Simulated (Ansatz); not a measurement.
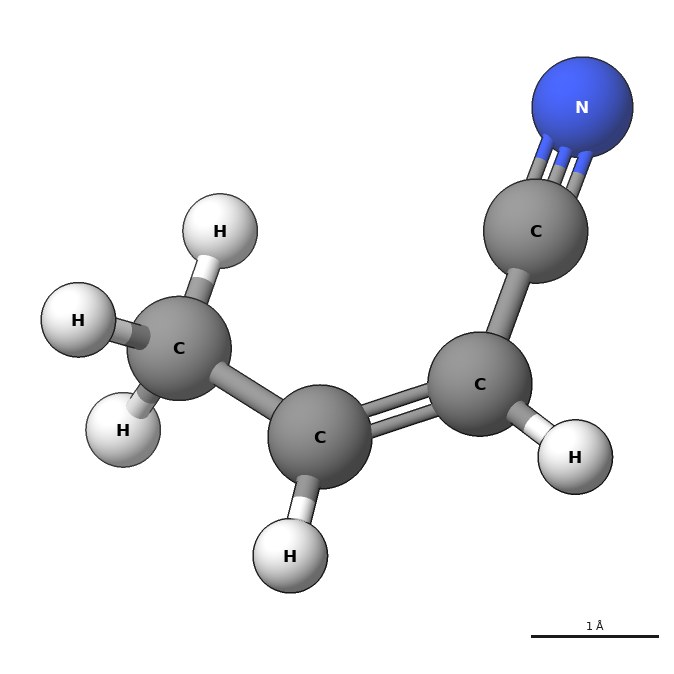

Rendered structure (ball-and-stick style).

Computed geometry: PBE0-D4/def2-TZVP optimisation.

Question: What is the molecular formula?

Answer: C4H5N, 10 atoms: 4 carbon, 5 hydrogen and 1 nitrogen.

Question: Give a SMILES string for it.

Answer: C/C=C\C#N

Question: Which point group does it belong to?

Answer: Cs.

The parts below concern this one geometry. Atoms keep their numbers from picture to picture.

## Shape

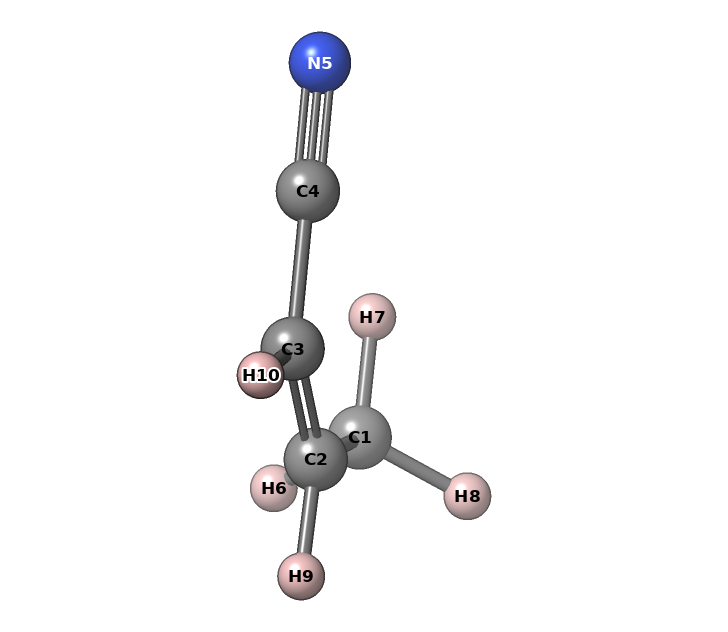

C1 lies behind C2. The molecule seen a little off the C2–C1 bond, C2 in front. Atoms fade into the background with distance from the viewer.

Question: What is the torsion angle C3–C2–C1–H6? The sign is positive where the front bond must turn clockwise to cover the back bond.

Answer: −121°, anticlinal.

## Electronic properties

Properties computed with RKS PBE-D4/def2-TZVPP (Ansatz 0.2.0).

Predict the main results.

- dipole moment: 4.18 D
- HOMO energy (Kohn–Sham orbital): −6.86 eV
- LUMO energy (Kohn–Sham orbital): −2.31 eV
- HOMO–LUMO gap: 4.56 eV
- dispersion correction: −17.1 kJ/mol

## Charges

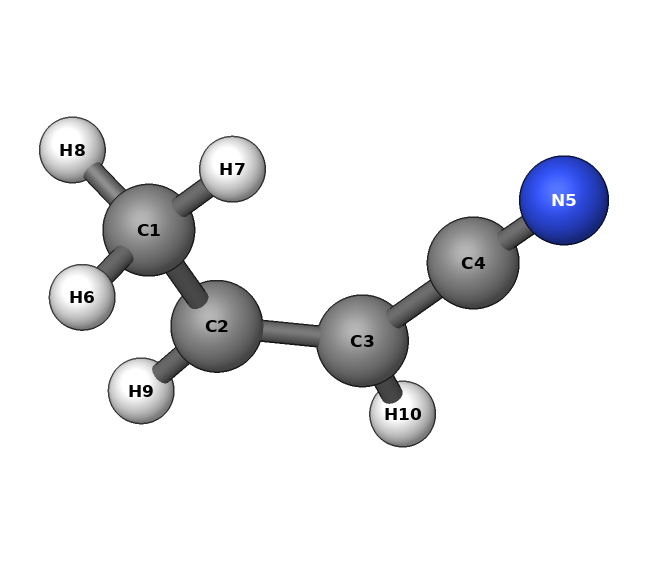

The questions are on Mulliken charges. Level of theory: RKS PBE0-D4/def2-TZVP (Ansatz 0.2.0).

Question: Which atom carries the highest charge (most positive or least negative)?

Answer: H7 (0.16 e).

Question: And the lowest?

Answer: C1 (−0.34 e).

List the Mulliken charges.

| atom | value (e) |
| --- | --- |
| C1 | −0.34 |
| C2 | −0.08 |
| C3 | −0.07 |
| C4 | −0.23 |
| N5 | −0.01 |
| H6 | 0.14 |
| H7 | 0.16 |
| H8 | 0.14 |
| H9 | 0.14 |
| H10 | 0.15 |

## Thermal motion

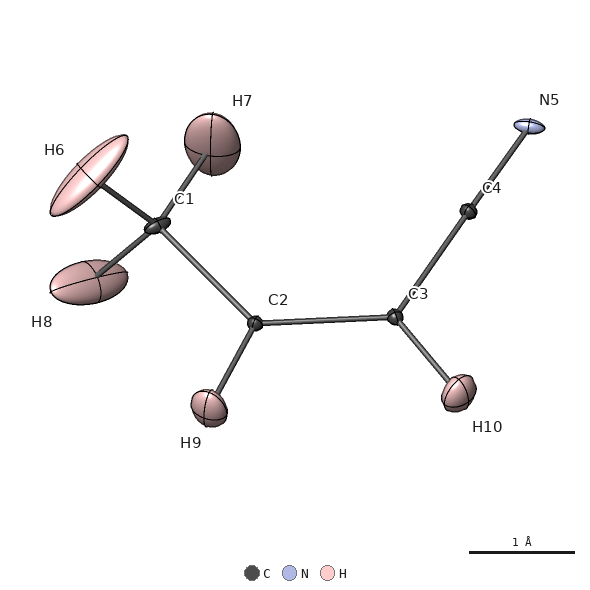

Displacement ellipsoids at the 50 % level, from the internal vibrations of the free molecule (harmonic, no overall translation or rotation; no half-axis is drawn under 0.075 Å). Vibrations computed with RKS PBE0-D4/def2-TZVP (Ansatz 0.2.0). Temperature: 298 K.

Question: Which atom has the largest mean-square displacement?

Answer: H6, H8, with U_eq = 0.0465 Å².

Question: Does H6 move more along its bond or across it?

Answer: Across it: the root-mean-square amplitude is 0.087 Å along the bond and up to 0.337 Å across, since bending and torsion are softer than stretching.

Give the displacement parameters, one line for each set of equivalent atoms.

| atom | U_eq (Å²) | rms amplitudes (Å) |
| --- | --- | --- |
| C1 | 0.0031 | 0.024, 0.031, 0.088 |
| C2 | 0.0017 | 0.029, 0.040, 0.052 |
| C3 | 0.0020 | 0.029, 0.044, 0.056 |
| C4 | 0.0025 | 0.039, 0.053, 0.056 |
| N5 | 0.0039 | 0.025, 0.044, 0.096 |
| H6, H8 | 0.0465 | 0.084, 0.136, 0.337 |
| H7 | 0.0455 | 0.090, 0.173, 0.314 |
| H9 | 0.0161 | 0.080, 0.118, 0.167 |
| H10 | 0.0146 | 0.087, 0.121, 0.147 |

Mulliken values depend strongly on the basis set and can even reverse the polarity of a bond.
